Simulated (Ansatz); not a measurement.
# GeH3 (SMILES [GeH3]) at 6 levels

We compute a comparison of 6 runs (U-wB97X/STO-3G, UB3LYP/STO-3G, UBLYP/STO-3G, RPA@PBE/STO-3G, UCCSD/STO-3G, UCCSD(T)/STO-3G) of GeH3. 

Program for the calculation: Ansatz 0.2.0.

27 further runs of the same task are left out: 1 that didn't finish, 26 set aside as unsound or not needed.

**1. Starting point**

GeH3: 4 atoms, total charge 0, spin state doublet. As SMILES, `[GeH3]`. The H4–Ge1 distance was set to 3.078 Å, away from the relaxed value. At this shape a bond of the SMILES string is far longer than usual.

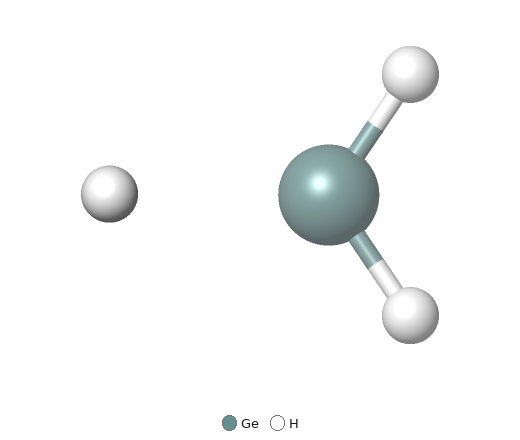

Viewed from a chosen angle; germanium teal, hydrogen white.

**2. A single-point energy at U-wB97X/STO-3G (run 1)**

Input file input.yaml:

```yaml
crystal:
  periodic: [false, false, false]
  atoms:
    - symbol: Ge
      position_ang: [0.815996, -1.443990, 0.269996]
    - symbol: H
      position_ang: [1.656396, -1.208490, 1.537696]
    - symbol: H
      position_ang: [-0.281404, -2.493990, 0.519296]
    - symbol: H
      position_ang: [-0.386800, 1.192200, -0.768800]
basis:
  gaussian: {orbitals: STO-3G}
magnetization: {spin_polarized: true, initial_magnetization: 1}
hamiltonian: {xc: {name: wB97X}}
accuracy: high
```

On the command line:

```sh
ansatz run input.yaml --threads 1 --pin off --max-ram 2610MiB --events-out events.jsonl --progress --plain --runs-dir runs
```

Output:

```text
Warning: RAYON_NUM_THREADS=1 ignored (pool sized by the plan → 1); use --threads N
Functional definition: wB97X
  name "wB97X"
  parameter omega = 0.3/bohr
  parameter cx = 0.157706
  parameter cx1 = 0.726479
  parameter cx2 = 1.04760
  parameter cx3 = -5.70635
  parameter cx4 = 13.2794
  parameter css1 = -4.33879
  parameter css2 = 18.2308
  parameter css3 = -31.7430
  parameter css4 = 17.2901
  parameter cos1 = 2.37031
  parameter cos2 = -11.3995
  parameter cos3 = 6.58405
  parameter cos4 = -3.78132
  exchange = spin_sum(e_x_unif_sr(omega)*poly(b97_u_x, 1 - cx, cx1, cx2, cx3, cx4)) + cx*exact_x_sr(omega)
      + exact_x_lr(omega)
  correlation = spin_sum(e_c_pw_same_spin*poly(b97_u_same, 1, css1, css2, css3, css4))
      + integral(e_c_pw_opposite_spin*poly(b97_u_opposite, 1, cos1, cos2, cos3, cos4))
255 factors; integrals over basis functions are off by at most 1.2e-8 eV
95 factors; integrals over basis functions are off by at most 6.7e-10 eV
mean field evaluation 1: about -55901.8504 eV, gradient 1.7e1 eV
mean field evaluation 2: about -55898.7987 eV, gradient 1.5e1 eV
mean field evaluation 4: about -55908.0013 eV, gradient 3.5e0 eV
mean field evaluation 8: about -55908.0550 eV, gradient 5.1e-1 eV
mean field evaluation 16: about -55909.8238 eV, gradient 1.4e-3 eV
mean field evaluation 32: about -55909.7167 eV, gradient 1.1e0 eV
mean field -55909.82376923 eV, -2054.6481264794 hartree, gradient 3.0e-8 eV, S^2 1.153744; 7 other end points of the search recorded, 0 dependent functions left out
reference -55909.82376815 eV, -2054.6481264400 hartree; 18, 17 occupied and 3, 4 virtual orbitals, 255 factors
Total energy: -55909.82376815 eV, -2054.6481264400 hartree
```

It took 13 s on 1 thread of Arm Neoverse V1, shared host; peak memory 0.33 GiB.

**3. A single-point energy at UB3LYP/STO-3G (run 2)**

Input file in.yaml:

```yaml
crystal:
  periodic: [false, false, false]
  atoms:
    - {symbol: Ge, position_ang: [0.815996, -1.443990, 0.269996]}
    - {symbol: H, position_ang: [1.656396, -1.208490, 1.537696]}
    - {symbol: H, position_ang: [-0.281404, -2.493990, 0.519296]}
    - {symbol: H, position_ang: [-0.386800, 1.192200, -0.768800]}
basis:
  gaussian:
    orbitals: STO-3G
magnetization:
  spin_polarized: true
  initial_magnetization: 1
hamiltonian:
  xc: {name: B3LYP}
accuracy: high
```

On the command line:

```sh
ansatz run in.yaml --threads 1 --pin off --max-ram 2610MiB --events-out events.jsonl --progress --plain --runs-dir runs
```

Output:

```text
Warning: RAYON_NUM_THREADS=1 ignored (pool sized by the plan → 1); use --threads N
Functional definition: B3LYP
  name "B3LYP"
  parameter a0 = 0.2
  parameter ax = 0.72
  parameter ac = 0.81
  exchange = (1 - a0 - ax)*slater_x + ax*b88_x + a0*exact_x
  correlation = (1 - ac)*vwn_rpa_c + ac*lyp_c
255 factors; integrals over basis functions are off by at most 1.2e-8 eV
mean field evaluation 1: about -55785.9598 eV, gradient 7.9e1 eV
mean field evaluation 2: about -55880.6335 eV, gradient 3.8e1 eV
mean field evaluation 4: about -55895.3269 eV, gradient 1.2e1 eV
mean field evaluation 8: about -55901.5235 eV, gradient 1.3e1 eV
mean field evaluation 16: about -55908.3746 eV, gradient 7.9e-4 eV
mean field evaluation 32: about -55908.2215 eV, gradient 1.4e0 eV
mean field -55908.37461109 eV, -2054.5948709000 hartree, gradient 2.2e-8 eV, S^2 1.092052; 5 other end points of the search recorded, 0 dependent functions left out
reference -55908.37463765 eV, -2054.5948718763 hartree; 18, 17 occupied and 3, 4 virtual orbitals, 255 factors
Total energy: -55908.37463765 eV, -2054.5948718763 hartree
```

It took 2.8 s on 1 thread of Arm Neoverse V1, shared host; peak memory 0.11 GiB.

**4. The energy at UBLYP/STO-3G (run 3)**

Input file molecule.yaml:

```yaml
basis:
  gaussian:
    orbitals: STO-3G
crystal:
  periodic: [false, false, false]
  atoms:
    - {symbol: Ge, position_ang: [0.815996, -1.443990, 0.269996]}
    - {symbol: H, position_ang: [1.656396, -1.208490, 1.537696]}
    - {symbol: H, position_ang: [-0.281404, -2.493990, 0.519296]}
    - {symbol: H, position_ang: [-0.386800, 1.192200, -0.768800]}
magnetization:
  spin_polarized: true
  initial_magnetization: 1
hamiltonian:
  xc: {name: BLYP}
accuracy: high
```

On the command line:

```sh
ansatz run molecule.yaml --threads 1 --pin off --max-ram 2610MiB --events-out events.jsonl --progress --plain --runs-dir runs
```

Output:

```text
Warning: RAYON_NUM_THREADS=1 ignored (pool sized by the plan → 1); use --threads N
Functional definition: BLYP
  name "BLYP"
  parameter beta = 0.0042
  parameter a = 0.04918
  parameter b = 0.132
  parameter c = 0.2533
  parameter d = 0.349
  exchange = b88_x(beta = beta)
  correlation = lyp_c(a = a, b = b, c = c, d = d)
255 factors; integrals over basis functions are off by at most 1.2e-8 eV
mean field evaluation 1: about -55721.0247 eV, gradient 1.7e2 eV
mean field evaluation 2: about -55867.8409 eV, gradient 4.3e1 eV
mean field evaluation 4: about -55893.8379 eV, gradient 1.7e1 eV
mean field evaluation 8: about -55898.3422 eV, gradient 1.4e1 eV
mean field evaluation 16: about -55905.7761 eV, gradient 9.0e-2 eV
mean field evaluation 32: about -55895.7654 eV, gradient 2.2e1 eV
mean field evaluation 64: about -55903.3458 eV, gradient 1.5e1 eV
mean field -55905.77652741 eV, -2054.4993930859 hartree, gradient 8.4e-8 eV, S^2 1.123480; 9 other end points of the search recorded, 0 dependent functions left out
reference -55905.77656367 eV, -2054.4993944184 hartree; 18, 17 occupied and 3, 4 virtual orbitals, 255 factors
Total energy: -55905.77656367 eV, -2054.4993944184 hartree
```

Wall time 3.3 s (1 thread of Arm Neoverse V1, shared host); peak memory 0.11 GiB.

Runs 4 to 5 aren't shown in full; the table further down has their settings and results.

**5. A single-point energy at UCCSD(T)/STO-3G (run 6)**

Input file job.yaml:

```yaml
crystal:
  periodic: [false, false, false]
  atoms:
    - {symbol: Ge, position_ang: [0.815996, -1.443990, 0.269996]}
    - {symbol: H, position_ang: [1.656396, -1.208490, 1.537696]}
    - {symbol: H, position_ang: [-0.281404, -2.493990, 0.519296]}
    - {symbol: H, position_ang: [-0.386800, 1.192200, -0.768800]}
basis:
  gaussian:
    orbitals: STO-3G
total_charge: 0
magnetization:
  spin_polarized: true
  initial_magnetization: 1
accuracy: high
scf:
  omitted_lower_state_checks: [cluster_reference, increment]
correlation:
  method: ccsd_t
  frozen_orbitals: {Ge: 9, H: 0}
```

On the command line:

```sh
ansatz run job.yaml --threads 1 --pin off --max-ram 2610MiB --events-out events.jsonl --progress --plain --runs-dir runs
```

Output:

```text
Warning: RAYON_NUM_THREADS=1 ignored (pool sized by the plan → 1); use --threads N
[... 13 lines left out ...]
9 core orbitals not correlated: weight in the atoms' cores, before any rotation towards them, 1.000 or more for the frozen orbitals, at most 0.000 for the correlated occupied ones
[... 49 lines left out ...]
Total energy: -55874.04621168 eV, -2053.3333254905 hartree
Checks for a lower state left out: cluster_reference, increment
```

It took 0.42 s on 1 thread of Arm Neoverse V1, shared host.

**6. Overview of the runs**

| run | level | frozen core orbitals | energy (Eh) | ⟨S²⟩ | wall time |
| --- | --- | --- | --- | --- | --- |
| 1 | U-wB97X/STO-3G | – | -2054.648126 | 1.154 | 13 s |
| 2 | UB3LYP/STO-3G | – | -2054.594872 | 1.092 | 2.8 s |
| 3 | UBLYP/STO-3G | – | -2054.499394 | 1.123 | 3.3 s |
| 4 | RPA@PBE/STO-3G | 9 | -2053.342877 | 1.215 | 6.3 s |
| 5 | UCCSD/STO-3G | 9 | -2053.332954 | 1.233 | 0.4 s |
| 6 | UCCSD(T)/STO-3G | 9 | -2053.333325 | 1.233 | 0.42 s |

**7. Outcome**

| quantity | value |
| --- | --- |
| run 6: total energy | -2053.33333 Eh |
| run 6: correlation energy (9 core orbitals frozen) | -43.3 mEh |
| run 6: (T) correction | -0.37 mEh |
| run 6: ⟨S²⟩ of the reference determinant | 1.233 |
| run 6: T1 diagnostic | 0.047 |

Totals of different functionals can't be ranked against each other. In runs 1, 2, 3, 4, 5, 6 the basis is minimal, so the values are rough. Spin contamination of the reference: run 5 ⟨S²⟩ = 1.23, run 6 ⟨S²⟩ = 1.23, run 4 ⟨S²⟩ = 1.22, run 1 ⟨S²⟩ = 1.15, run 3 ⟨S²⟩ = 1.12, run 2 ⟨S²⟩ = 1.09. All runs together took 26 s, the longest 13 s.
